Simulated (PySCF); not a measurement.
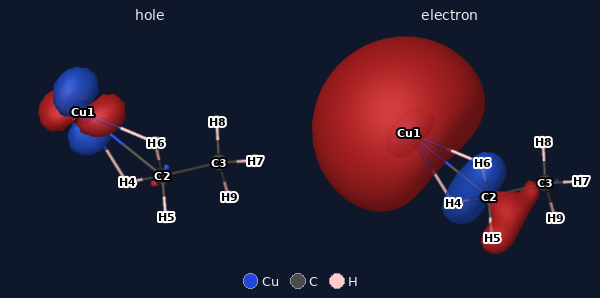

Figure 1: C₂H₆Cu, charge +1, SMILES `[Cu+].CC`. Leading natural transition orbital pair of S₁ (TDA singlet states); the surfaces enclose about 85 % of each orbital's density.

Method: B3LYP/def2-SVP; geometry: GFN2-xTB; program: PySCF. This is a single-reference result, which may miss multireference character in this system. The pair's geometry is semi-empirical, so its contact may be too short or too long. GFN2-xTB bond lengths at metals and heavier atoms can be off by up to 0.1 Å and shapes distorted, which carries into these values. Without diffuse functions Rydberg states are missing, so the states' numbers hold for this basis only.

Input script:

```python
import numpy as np
from pyscf import gto, scf, dft, tdscf
from pyscf.scf import atom_ks, atom_hf
from scipy.linalg import block_diag

def solve(mol, dm0=None, hcore=None):
    mf = (dft.UKS if mol.spin else dft.RKS)(mol, xc='b3lyp')
    mf.grids.level = 3
    mf = mf.density_fit(auxbasis='def2-universal-jkfit')
    mf.conv_tol, mf.max_cycle = 1e-8, 80
    if hcore is not None:
        mf.get_hcore = lambda *args: hcore
    mf.kernel(dm0)
    if not mf.converged:
        mf = mf.newton().run(mf.mo_coeff, mf.mo_occ, max_cycle=30)
    assert mf.converged, 'SCF not converged'
    return mf

mol = gto.M(atom='''
Cu    -1.08088     0.07209     0.00002
C      1.16245    -0.61939     0.00113
C      2.30672     0.39627     0.00106
H      0.58605    -0.52211    -0.96002
H      1.55601    -1.63473    -0.00289
H      0.58976    -0.52750     0.95472
H      2.93248     0.25535     0.87339
H      1.93723     1.41685     0.00437
H      2.92907     0.26029    -0.88337
''', basis='def2-svp', charge=1, spin=0, verbose=4)
mf = solve(mol)
td = mf.TDA()
td.nstates, td.singlet, td.conv_tol = 5, True, 1e-5
td.kernel()
td.analyze()
x, y = np.array([p[0] for p in td.xy]), np.array([p[1] + 0 * p[0] for p in td.xy])
f, mu = td.oscillator_strength(), td.transition_dipole()
nto = [td.get_nto(state=i + 1, verbose=4) for i in range(len(td.e))]
# spherically averaged free atoms, for the promolecule
atm = atom_ks.get_atm_nrks(mol, xc='b3lyp')
pro = block_diag(*[(atm[a[0]][2] * atm[a[0]][3]) @ atm[a[0]][2].T for a in mol._atom])
np.savez('result.npz', e=td.e, f=f, ok=td.converged, w=[n[0] for n in nto], nto=[n[1] for n in nto], x=x, y=y, c=mf.mo_coeff, occ=mf.mo_occ, eps=mf.mo_energy, pro=pro, mu=mu)
```

Run with:

```sh
OMP_NUM_THREADS=1 python input.py
```

The run took 88 s on 1 thread of Intel(R) Xeon(R) Processor @ 2.50GHz (Skylake/Cascade Lake) (shared host), peak memory 0.52 GiB.

### What kind of excitation is it, and where does it lie?

3.14 eV (395 nm), f = 0.002, metal-centred; the leading pair carries 100 %; hole on Cu1 (92 %), electron on Cu1 (88 %) and C2 (5 %); their centroids lie 0.4 Å apart. In canonical orbitals it is mainly HOMO → LUMO (80 %). The HOMO–LUMO gap is 4.96 eV.
